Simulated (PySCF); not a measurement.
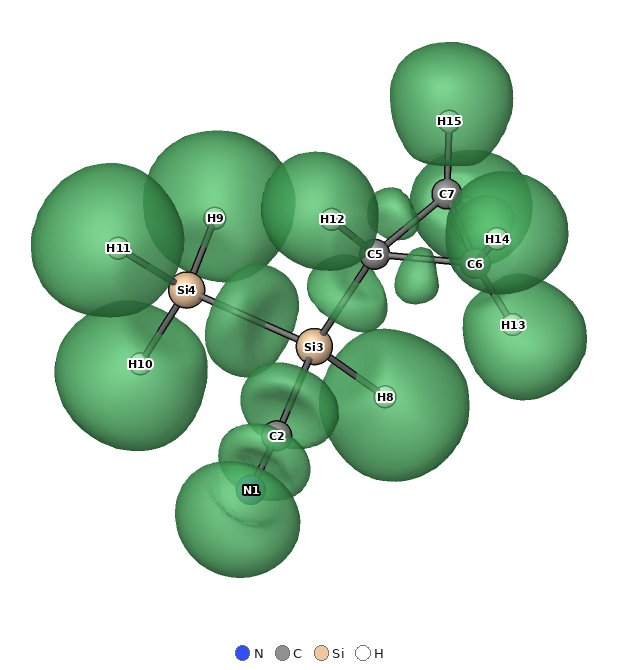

The picture shows: C$_{4}$H$_{9}$NSi$_{2}$. Isosurface of the electron localisation function at 0.8 (green), seen at a tilt. Only the valence region is drawn (cores and ρ < 0.01 e/Å³ removed).

Geometry: GFN2-xTB.

These are results of PySCF, PBE0/pcSseg-1, SCF density, gas phase, non-relativistic, not measurements.

Input file:

```
{"job": {"kind": "nmr", "xc": "PBE0", "basis": "pcSseg-1"}, "charge": 0, "multiplicity": 1}
N      1.226725     3.224297    -1.077635
C      0.914302     2.124648    -0.991463
Si     0.475134     0.310067    -0.842578
Si     2.400408    -0.961547    -0.627516
C     -0.640364     0.209342     0.677383
C     -2.115828     0.477044     0.575524
C     -1.630008    -0.917071     0.788208
H     -0.351807     0.078618    -2.041348
H      2.070895    -2.381931    -0.473835
H      3.257085    -0.830710    -1.806243
H      3.185569    -0.565863     0.543515
H     -0.182897     0.511493     1.613912
H     -2.526168     0.735013    -0.389271
H     -2.599704     0.984793     1.396553
H     -1.783212    -1.375073     1.754290
H     -1.707729    -1.614175    -0.033763
```

Run with:

```sh
OMP_NUM_THREADS=1 python probes_run.py task.json out
```

What do the ELF domains correspond to?

Answer. At this value the surface marks out three regions between bonded C–C atoms (shared pairs), one region between bonded C–N atoms (shared pairs), two regions between bonded C–Si atoms (shared pairs), one region between bonded Si–Si atoms (shared pairs), nine regions around hydrogen nuclei and one lobe on N, pointing away from the bonds (lone pairs). Profiles from the grid: C–N (1.15 Å): the ELF peaks at about 0.90 between the atoms: a multiple bond. C–C (1.49 Å): the ELF peaks at about 0.90 between the atoms; a covalent bond.
